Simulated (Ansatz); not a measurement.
# AlPt: relaxed, then solved by several methods, part 2 of 2

Aim: relax AlPt, then solve it with and without frozen cores. Methods of the runs shown: PAW, LAPW and crystal datasets. Its runs: cell and atoms relaxed (PAW and LAPW); the reference run (LAPW, PAW and crystal datasets).

Ansatz 0.2.0; DFT PBEsol; a Materials Project cell. «Crystal datasets» are all-electron PAW datasets made for this crystal. Earlier steps stand in the parts before.

### Step 3. The relaxed cell, LAPW

Contents of input.yaml:

```yaml
crystal:
  lattice:
    - [3.0604204936, 0.0, 0.0]
    - [0.0, 3.0604204936, 0.0]
    - [0.0, 0.0, 3.0604204936]
  atoms:
    - { symbol: Al, position: [0.0, 0.0, 0.0] }
    - { symbol: Pt, position: [0.5, 0.5, 0.5] }
kpoints:
  mp_grid: { grid: [13, 13, 13] }
  band_path:
    path:
      - [0.0, 0.0, 0.0]
      - [0.0, 0.5, 0.0]
      - [0.5, 0.5, 0.0]
      - [0.0, 0.0, 0.0]
      - [0.5, 0.5, 0.5]
      - [0.0, 0.5, 0.0]
      - [0.5, 0.5, 0.5]
      - [0.5, 0.5, 0.0]
    npoints: 14
scf:
  occupations: { method: fermi_dirac, width: 0.05 }
hamiltonian:
  xc: pbesol
  pseudopotentials: { kind: all_electron, lapw: { basis_error: 0.0005 } }
output:
  forces: true
  stress: true
  eigenvalues: true
  populations: true
  dos: { projected: true, de: 0.2, e_range: [-14, 8] }
```

The run is started by

```
$ ansatz run input.yaml --threads 1 --pin off --max-ram 2048MiB --backend cpu --events-out ev --progress --plain --runs-dir out
```

Output:

```text
Al: projections on atomic orbitals take those of the free atom 1s2 2s2 2p6 3s2 3p1, of charge +0.00 (hamiltonian.pseudopotentials.projection_atoms)
Pt: projections on atomic orbitals take those of the free atom 1s2 2s2 2p6 3s2 3p6 3d10 4s2 4p6 4d10 4f14 5s2 5p6 5d9 6s1, of charge +0.00 (hamiltonian.pseudopotentials.projection_atoms)
LAPW: plane waves up to 8.181 Å⁻¹, error target 5.0e-4 eV per atom; small_component_spin mean_spin; Al in spheres of 1.184 Å, 11 of its electrons in bands, Dirac shells []; Pt in spheres of 1.466 Å, 42 of its electrons in bands, Dirac shells []
Engine: ansatz 0.2.0
Pseudopotentials: kind: all_electron
Pseudopotential: Al, LAPW, valence charge 11, Koelling and Harmon's equation, gaussian nucleus
Pseudopotential: Pt, LAPW, valence charge 42, Koelling and Harmon's equation, gaussian nucleus
Functional definition: PBEsol
  exchange = pbesol_x
  correlation = pbesol_c
Crystal: 2 atoms, lattice volume = 28.664 Å³
Basis set: ecut = 254.99822764019225 eV, 251 PW (Γ), exchange–correlation at level 2
Bands: 32, of which v1, the nominal top of the filled ones, is band 27 counted from 1 (26 counted from 0)
Symmetry: 48 space group operations
Space group: Pm-3m (ITA 221), of the structure as read, at distance tolerance 3.1e-5 Å
k-points: 84 of 2197
Non-local potential: Al, projectors of the file, none
Non-local potential: Pt, projectors of the file, none
Initial density: superposition of atomic densities (chi_scale 0.1, normalization cell, long waves kept (reshape's long-wave potential 0.00 eV rms))
Initial wavefunctions: plane waves of lowest kinetic energy (no species holds an atomic orbital)
Functional: x = pbesol(κ = 0.804, μ = 0.12345679012345678), c = pbesol(β = 0.046)
iter 1 solved again at ethr=2.50e-4 eV; its pass at ethr=1.00e-1 eV (dr2=1.33e-1 eV) is discarded
SCF iter   1: F=—  HF=-507415.136297 eV  |F-HF|=—  |Δ(HF+E_count)|=         —  Δρ=2.70e-2  dr2=1.33e-1  ethr=2.50e-4  ⟨swp⟩=2.9  Hψ=17329  notcnv=0
preconditioner: auto → Resta (q_TF=auto, 3.023 Å⁻¹)  ε∞=6.0  [insulator: Δε(μ)=0.127 eV  Ē_g=11.177 eV  σ=0.050 eV  W_gap=0.53  n_scr=18 (ndim 8)  ℏωp=25.0 eV  f_vac=0.000  D(μ)=0.59/eV (n_scr^D=0)  ε∞_Penn≈6.0]
SCF iter   2: F=—  HF=-507414.828167 eV  |F-HF|=—  |Δ(HF+E_count)|=   3.08e-1  Δρ=2.08e-2  dr2=2.14e-1  ethr=2.50e-4  ⟨swp⟩=3.0  Hψ=8578  notcnv=0
preconditioner: auto → Kerker (q_TF=auto, 3.023 Å⁻¹)  [metal: Δε(μ)=0.047 eV  Ē_g=11.867 eV  σ=0.050 eV  W_gap=0.23  n_scr=18 (ndim 8)  ℏωp=25.0 eV  f_vac=0.000  D(μ)=0.56/eV (n_scr^D=0)]
SCF iter   3: F=—  HF=-507414.617756 eV  |F-HF|=—  |Δ(HF+E_count)|=   2.10e-1  Δρ=1.12e-2  dr2=4.77e-2  ethr=2.50e-4  ⟨swp⟩=2.0  Hψ=7728  notcnv=0
SCF iter   4: F=—  HF=-507414.602560 eV  |F-HF|=—  |Δ(HF+E_count)|=         —  Δρ=5.07e-3  dr2=1.23e-2  ethr=8.99e-5  ⟨swp⟩=2.0  Hψ=7886  notcnv=0
the basis was enlarged: its passes take 177.2 KiB over the memory plan, 1 of 1 planned eigensolver slots
SCF iter   5: F=—  HF=-507414.598706 eV  |F-HF|=—  |Δ(HF+E_count)|=   3.85e-3  Δρ=2.41e-3  dr2=2.70e-3  ethr=2.32e-5  ⟨swp⟩=2.0  Hψ=7635  notcnv=0
iter 6 solved again at ethr=2.74e-7 eV; its pass at ethr=5.09e-6 eV (dr2=1.45e-4 eV) is discarded
SCF iter   6: F=—  HF=-507414.598097 eV  |F-HF|=—  |Δ(HF+E_count)|=   6.08e-4  Δρ=5.36e-4  dr2=1.45e-4  ethr=2.74e-7  ⟨swp⟩=2.0  Hψ=13198  notcnv=0
SCF iter   7: F=—  HF=-507414.598055 eV  |F-HF|=—  |Δ(HF+E_count)|=   4.25e-5  Δρ=3.00e-4  dr2=3.66e-5  ethr=2.74e-7  ⟨swp⟩=2.0  Hψ=7691  notcnv=0
SCF iter   8: F=—  HF=-507414.598047 eV  |F-HF|=—  |Δ(HF+E_count)|=   7.76e-6  Δρ=1.13e-4  dr2=4.61e-6  ethr=6.90e-8  ⟨swp⟩=2.0  Hψ=7691  notcnv=0
SCF iter   9: F=—  HF=-507414.598046 eV  |F-HF|=—  |Δ(HF+E_count)|=   6.29e-7  Δρ=3.52e-5  dr2=3.73e-7  ethr=8.69e-9  ⟨swp⟩=2.0  Hψ=7691  notcnv=0
SCF iter  10: F=-507414.598046 eV  HF=-507414.598046 eV  |F-HF|=5.41e-9  |Δ(HF+E_count)|=   2.72e-8  Δρ=1.01e-5  dr2=2.56e-8  ethr=7.05e-10  ⟨swp⟩=2.0  Hψ=7691  notcnv=0
SCF 1 converged in 10 iterations: F = -507414.598046 eV  dr2 = 2.56e-8
NSCF: frozen V_eff on 99 k-points
SCF converged after 10 iterations
Free energy (F): -507414.598046 eV
Harris-Foulkes:  -507414.598046 eV  (|F-HF|=5.41e-9)
Internal energy: -507414.593209 eV  (E = F + TS)
E sigma→0 (E₀):  -507414.595628 eV
Entropy (-TS):   -0.004837 eV (-2.418 meV/atom)
Fermi energy:    21.416502 eV
--- Per-component energies (eV) ---
  E_band       = -4020.720917
  E_kinetic    = 575286.606002
  E_xc         = -10049.430018
  E_electrostatic = -1072651.769194  (all electrons and nuclei)
  E_smearing   = -0.004837  (= −TS)
  E_closure    = 0.000000  (closes the sum)
  E_atoms      = -507401.670591  (free atoms, spherical and without spin; not in F)
  Σ components = -507414.598046   (vs F -507414.598046, Δ=0.00e0)
  Basis errors (estimates in eV, not in F): energy 1.3e-4 per atom: plane waves 1.1e-4 (5.7e-5 summed), levels above the bands 8.9e-61, relativity 4.1e-9, radial functions 1.6e-5, core shells 1.7e-8; eigenvalues (radial functions only) 1.3e-6; not estimated: angular momenta, meshes, grids; target (lapw.basis_error) 5.0e-4; muffin-tin radii Al 1.184 Å, Pt 1.466 Å
--- Forces (eV/Å), atoms counted from 1 ---
  atom   1  Al    -0.00000000     0.00000000    -0.00000000
  atom   2  Pt     0.00000000    -0.00000000     0.00000000
  max |Σ_I F_I| component: 3.01e-30 eV/Å
--- Stress (GPa, compression-positive) ---
        0.021409       0.000000       0.000000
        0.000000       0.021409       0.000000
        0.000000       0.000000       0.021409
  P = ⅓ Tr σ = 0.0214 GPa (0.214 kbar)
--- Band table (eV; the first three rows and the last of 84) ---
  k-point 0: bands = ["-282.1271", "-282.1271", "-282.1271", "-282.1127", "-282.1127", "-82.0578", "-77.5701", "-46.0852", "-46.0743", "-46.0743", "-46.0743", "-46.0656", "-46.0656", "-46.0656", "-43.7375", "-43.7375", "-43.7375", "-31.7523", "-31.7523", "-31.7523", "9.5700", "15.5884", "15.5884", "18.7120", "18.7120", "18.7120", "25.3148", "25.3148", "25.3148", "30.5625", "30.5625", "31.4048"]
  k-point 1: bands = ["-282.1271", "-282.1271", "-282.1271", "-282.1127", "-282.1127", "-82.0578", "-77.5699", "-46.0852", "-46.0743", "-46.0743", "-46.0743", "-46.0656", "-46.0656", "-46.0656", "-43.7377", "-43.7374", "-43.7374", "-31.7573", "-31.7519", "-31.7519", "9.6814", "15.6201", "15.6304", "18.5997", "18.5997", "18.7235", "24.6638", "25.5192", "25.5192", "30.3399", "30.8497", "31.9916"]
  k-point 2: bands = ["-282.1271", "-282.1271", "-282.1271", "-282.1127", "-282.1127", "-82.0577", "-77.5696", "-46.0852", "-46.0744", "-46.0743", "-46.0743", "-46.0657", "-46.0656", "-46.0656", "-43.7385", "-43.7373", "-43.7373", "-31.7712", "-31.7509", "-31.7509", "10.0103", "15.7099", "15.7263", "18.3132", "18.3132", "18.7555", "23.3611", "26.0814", "26.0814", "29.7677", "31.0810", "33.7340"]
  k-point 83: bands = ["-282.1271", "-282.1271", "-282.1271", "-282.1127", "-282.1127", "-82.0568", "-77.5627", "-46.0853", "-46.0741", "-46.0741", "-46.0741", "-46.0660", "-46.0660", "-46.0660", "-43.7416", "-43.7415", "-43.7415", "-31.8215", "-31.8214", "-31.8214", "14.7168", "14.8068", "14.8068", "19.9053", "19.9053", "22.2456", "22.4186", "23.2817", "23.2817", "26.7951", "27.7143", "27.7143"]
--- Löwdin populations: 2 sites ---
  site symbol       q [e]
     0     Al     13.1710
     1     Pt     77.6971
  spilling = 0.001450 (of n_electrons = 91.000000)
```

Wall time 32 s (1 thread of Arm Neoverse V1, shared host); peak memory 0.45 GiB.

This run gives: pressure 0.02 GPa; no gap.

Levels at the path's labelled points, in eV from the Fermi level:

| point | band 24 | band 25 | band 26 | band 27 | band 28 | band 29 | band 30 |
| --- | --- | --- | --- | --- | --- | --- | --- |
| Γ | -2.70 | -2.70 | -2.70 | 3.90 | 3.90 | 3.90 | 9.15 |
| X | -4.19 | -4.19 | -2.50 | -0.91 | 6.06 | 8.64 | 8.64 |
| M | -3.84 | -3.23 | -3.23 | -1.42 | 1.03 | 3.60 | 8.58 |
| Γ | -2.70 | -2.70 | -2.70 | 3.90 | 3.90 | 3.90 | 9.15 |
| R | -1.34 | -1.34 | 0.72 | 1.73 | 1.73 | 1.73 | 4.99 |
| X | -4.19 | -4.19 | -2.50 | -0.91 | 6.06 | 8.64 | 8.64 |
| R | -1.34 | -1.34 | 0.72 | 1.73 | 1.73 | 1.73 | 4.99 |
| M | -3.84 | -3.23 | -3.23 | -1.42 | 1.03 | 3.60 | 8.58 |

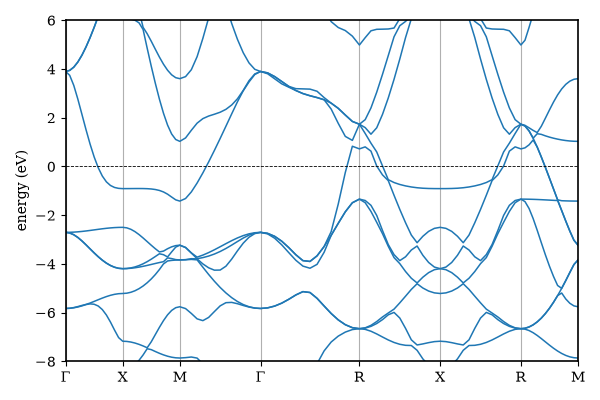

Bands along the path, counted from its Fermi level.

States per cell, counted by energy window (eV from the Fermi level, on a grid of 0.20 eV):

| from | to | total | Pt 5d | Al 3p | Al 3s | Pt 6s |
| --- | --- | --- | --- | --- | --- | --- |
| -10 | -9 | 0.29 | 0.02 | 0.10 | 0.09 | 0.08 |
| -9 | -8 | 0.48 | 0.08 | 0.17 | 0.13 | 0.09 |
| -8 | -7 | 0.90 | 0.42 | 0.17 | 0.24 | 0.05 |
| -7 | -6 | 0.98 | 0.51 | 0.24 | 0.15 | 0.08 |
| -6 | -5 | 2.17 | 1.66 | 0.37 | 0.06 | 0.06 |
| -5 | -4 | 2.13 | 1.81 | 0.26 | 0.01 | 0.03 |
| -4 | -3 | 3.06 | 2.64 | 0.29 | 0.03 | 0.06 |
| -3 | -2 | 1.34 | 1.09 | 0.18 | 0.02 | 0.02 |
| -2 | -1 | 0.32 | 0.20 | 0.08 | 0.01 | 0.02 |
| -1 | 0 | 0.98 | 0.60 | 0.24 | 0.04 | 0.07 |
| 0 | 1 | 0.59 | 0.22 | 0.24 | 0.07 | 0.03 |
| 1 | 2 | 0.53 | 0.11 | 0.18 | 0.09 | 0.09 |
| 2 | 3 | 0.76 | 0.11 | 0.16 | 0.22 | 0.18 |
| 3 | 4 | 0.88 | 0.11 | 0.27 | 0.27 | 0.12 |
| 4 | 5 | 0.87 | 0.09 | 0.37 | 0.20 | 0.09 |

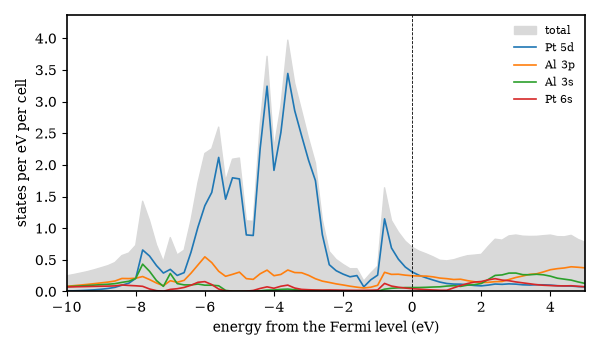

Density of states, total and projected.

### Step 4. The relaxed cell, PAW

Contents of input.yaml:

```yaml
crystal:
  lattice:
    - [3.0604204936, 0.0, 0.0]
    - [0.0, 3.0604204936, 0.0]
    - [0.0, 0.0, 3.0604204936]
  atoms:
    - { symbol: Al, position: [0.0, 0.0, 0.0] }
    - { symbol: Pt, position: [0.5, 0.5, 0.5] }
kpoints:
  mp_grid: { grid: [13, 13, 13] }
scf:
  occupations: { method: fermi_dirac, width: 0.05 }
hamiltonian:
  xc: pbesol
  pseudopotentials: { kind: paw }
output:
  forces: true
  stress: true
  eigenvalues: true
  populations: true
```

The run is started by

```
$ ansatz run input.yaml --threads 1 --pin off --max-ram 2048MiB --backend cpu --events-out ev --progress --plain --runs-dir out
```

Output, cut to the lines that bear on the results:

```text
[...]
[... 4 set-up lines as earlier in the session ...]
[...]
Crystal: 2 atoms, lattice volume = 28.664 Å³
Basis set: ecut = 420 eV, 587 PW (Γ), exchange–correlation on 48×48×48 points (8 copies of the dense FFT grid, shifted against one another)
Bands: 15, of which v1, the nominal top of the filled ones, is band 11 counted from 1 (10 counted from 0)
[... 2 set-up lines as earlier in the session ...]
k-points: 84 of 2197
[...]
SCF iter   1: F=—  HF=-12910.238243 eV  |F-HF|=—  |Δ(HF+E_count)|=         —  Δρ=2.80e-3  dr2=1.26e-3  ethr=1.77e-3  ⟨swp⟩=5.5  Hψ=6225  notcnv=0
[...]
SCF converged after 6 iterations
Free energy (F): -12910.238705 eV
[...]
E sigma→0 (E₀):  -12910.236283 eV
Entropy (-TS):   -0.004843 eV (-2.421 meV/atom)
Fermi energy:    17.447337 eV
[...]
--- Forces (eV/Å), atoms counted from 1 ---
  atom   1  Al     0.00000000    -0.00000000    -0.00000000
  atom   2  Pt     0.00000000    -0.00000000    -0.00000000
[...]
--- Stress (GPa, compression-positive) ---
       -0.006224       0.000000       0.000000
       -0.000000      -0.006224       0.000000
       -0.000000       0.000000      -0.006224
  P = ⅓ Tr σ = -0.0062 GPa (-0.062 kbar)
--- Band table (eV; the first three rows and the last of 84) ---
  k-point 0: bands = ["-81.5434", "-35.7278", "-35.7278", "-35.7278", "5.6065", "11.6189", "11.6189", "14.7412", "14.7412", "14.7412", "21.3500", "21.3500", "21.3500", "26.5538", "26.5538"]
[...]
--- Löwdin populations: 2 sites ---
  site symbol       q [e]
     0     Al      3.1260
     1     Pt     17.7308
  spilling = 0.006817 (of n_electrons = 21.000000)
```

It took 2.5 s on 1 thread of Arm Neoverse V1, shared host; peak memory 0.31 GiB.

Read from it: pressure -0.01 GPa; no gap.

### Step 5. The relaxed cell, crystal datasets

input.yaml, as its differences from that of step 4:

```diff
@@ -14,3 +14,3 @@
   xc: pbesol
-  pseudopotentials: { kind: paw }
+  pseudopotentials: { kind: all_electron, datasets: crystal }
 output:
@@ -19,2 +19,2 @@
   eigenvalues: true
-  populations: true
+  efg: { contact_densities: true }
```

The run is started by

```
$ ansatz run input.yaml --threads 1 --pin off --max-ram 2048MiB --backend cpu --events-out ev --progress --plain --runs-dir out
```

Output, cut to the lines that bear on the results:

```text
[...]
Pt: output.efg is read without spin–orbit coupling, which moves field gradients at and beside such atoms by some per cent and up to a factor of two; PAW files take it under magnetization.noncollinear and magnetization.spin_orbit
[...]
[... 1 set-up line as earlier in the session ...]
Pseudopotential: Al, paw, valence charge 11, recommended cutoff 280 eV (normal), Koelling and Harmon's equation, gaussian nucleus
Pseudopotential: Pt, paw, valence charge 18, recommended cutoff 280 eV (normal), Koelling and Harmon's equation, gaussian nucleus
[... 1 set-up line as earlier in the session ...]
[...]
Crystal: 2 atoms, lattice volume = 28.664 Å³
Basis set: ecut = 280 eV, 305 PW (Γ), exchange–correlation on 36×36×36 points (8 copies of the dense FFT grid, shifted against one another)
Bands: 11, of which v1, the nominal top of the filled ones, is band 7 counted from 1 (6 counted from 0)
[... 1 set-up line as earlier in the session ...]
[...]
--- Forces (eV/Å), atoms counted from 1 ---
  atom   1  Al    -0.00000000     0.00000000     0.00000000
  atom   2  Pt     0.00000000     0.00000000     0.00000000
[...]
--- Stress (GPa, compression-positive) ---
        0.021592      -0.000000       0.000000
       -0.000000       0.021592       0.000000
        0.000000       0.000000       0.021592
  P = ⅓ Tr σ = 0.0216 GPa (0.216 kbar)
  It holds what live shells' own plane waves past their cutoff add
--- PAW observables at the nuclei: V_zz in 10²¹ V/m², potentials from the cell's mean, atoms counted from 1 ---
  atom   1  Al V_zz =    -0.000000   η = 0.0000   by run symmetry: forbidden
            electrostatic potential = -1239.138328 V   contact ρ = 10046.119294 e/Å³
  atom   2  Pt V_zz =    -0.000000   η = 0.0000   by run symmetry: forbidden
            electrostatic potential = -16118.502573 V   contact ρ = 12062254.995890 e/Å³
--- Band table (eV; the first three rows and the last of 84) ---
  k-point 0: bands = ["9.5700", "15.5884", "15.5884", "18.7122", "18.7122", "18.7122", "25.3148", "25.3148", "25.3148"]
[...]
```

Wall time 6.9 s (1 thread of Arm Neoverse V1, shared host); peak memory 0.45 GiB.

Read from it: pressure 0.02 GPa; no gap.

### Step 6. Cell and atoms relaxed, LAPW

input.yaml, as its differences from that of step 5:

```diff
@@ -14,3 +14,3 @@
   xc: pbesol
-  pseudopotentials: { kind: all_electron, datasets: crystal }
+  pseudopotentials: { kind: all_electron, lapw: { basis_error: 0.0005 } }
 output:
@@ -19,2 +19,5 @@
   eigenvalues: true
-  efg: { contact_densities: true }
+relax:
+  f_tol: 0.005
+  max_steps: 12
+  cell: {}
```

The run is started by

```
$ ansatz run input.yaml --threads 1 --pin off --max-ram 2048MiB --backend cpu --events-out ev --progress --plain --runs-dir out
```

Output, cut to the lines that bear on the results:

```text
[...]
LAPW: plane waves up to 8.495 Å⁻¹, error target 5.0e-4 eV per atom; small_component_spin mean_spin; Al in spheres of 1.152 Å, 11 of its electrons in bands, Dirac shells []; Pt in spheres of 1.419 Å, 42 of its electrons in bands, Dirac shells []
[...]
[... 4 set-up lines as earlier in the session ...]
[...]
Crystal: 2 atoms, lattice volume = 28.664 Å³
Basis set: ecut = 274.97747482570276 eV, 305 PW (Γ), exchange–correlation at level 2
Bands: 32, of which v1, the nominal top of the filled ones, is band 27 counted from 1 (26 counted from 0)
[... 2 set-up lines as earlier in the session ...]
k-points: 84 of 2197
[...]
Free energy (F): -507414.598009 eV
[...]
E sigma→0 (E₀):  -507414.595590 eV
Entropy (-TS):   -0.004837 eV (-2.418 meV/atom)
Fermi energy:    21.416561 eV
[...]
--- Forces (eV/Å), atoms counted from 1 ---
  atom   1  Al    -0.00000000    -0.00000000     0.00000000
  atom   2  Pt     0.00000000     0.00000000    -0.00000000
[...]
--- Stress (GPa, compression-positive) ---
        0.021523       0.000000       0.000000
        0.000000       0.021523       0.000000
        0.000000       0.000000       0.021523
  P = ⅓ Tr σ = 0.0215 GPa (0.215 kbar)
--- Band table (eV; the first three rows and the last of 84) ---
[...]
--- Relaxed structure (1 steps of the walk, 1 accepted, 1 SCFs on fresh bases) ---
  F+E_penalty+E_count = -507414.59800872 eV   max|allowed force component| = 3.451e-31 eV/Å   (the final SCF, on the basis selected at the relaxed cell)
  cell:  # Å, volume = 28.6644 Å³
    - [3.0604204936, 0.0, 0.0]
    - [0.0, 3.0604204936, 0.0]
    - [0.0, 0.0, 3.0604204936]
  atoms:
    - { symbol: Al, position: [0.0, 0.0, 0.0] }
    - { symbol: Pt, position: [0.5, 0.5, 0.5] }
```

Wall time 36 s (1 thread of Arm Neoverse V1, shared host); peak memory 0.47 GiB.

Relaxation path:

| step | energy from step 1 (eV/cell) | largest force component (eV/Å) | pressure (GPa) | volume (Å³) |
| --- | --- | --- | --- | --- |
| 1 | 0.0000 | 0.0000 | 0.02 | 28.66 |
| 2 | 0.0000 | 0.0000 | 0.02 | 28.66 |

Step 1 is the start. Step 2 repeats the geometry before on a plane-wave basis chosen anew for that cell, so the energy can jump there without any move; the table keeps such jumps.

| input's cell | before | after | change |
| --- | --- | --- | --- |
| a (Å) | 3.060 | 3.060 | -0.0 % |
| b (Å) | 3.060 | 3.060 | -0.0 % |
| c (Å) | 3.060 | 3.060 | -0.0 % |
| volume (Å³/atom) | 14.33 | 14.33 | -0.0 % |

This run gives: pressure 0.02 GPa; no gap.

### Step 7. All runs together

| run | pressure (GPa) | SCF cycles, all passes |
| --- | --- | --- |
| Relaxed cell, LAPW | 0.02 | 10 |
| Relaxed cell, PAW | -0.01 | 6 |
| Relaxed cell, crystal datasets | 0.02 | 8 |

### Step 8. Summary of results

This closing draws on all 2 parts.

| quantity | value |
| --- | --- |
| volume, relaxed (PAW) | 14.332 Å³/atom, Pm-3m |
| volume, relaxed (LAPW) | 14.332 Å³/atom, Pm-3m |
| gap (LAPW) | none |

In words: Relaxing changes the volume by -3.0 %, to 14.33 Å³/atom; LAPW takes no step, as its stress at PAW's cell is inside the tolerance. The count of 53 electrons in bands leaves a band partly filled, so there is no gap. Pt 5d carries the largest share, 47 %, of the projected states within 0.3 eV of the Fermi level. The projection holds only the free atom's occupied shells (Al 3s, Al 3p, Pt 6s, Pt 5d in this range). PAW lies -0.03 GPa from LAPW in pressure. Spin-orbit coupling is left out, though the cell holds Pt; in elements this heavy it can shift bands and gaps by tenths of an eV.
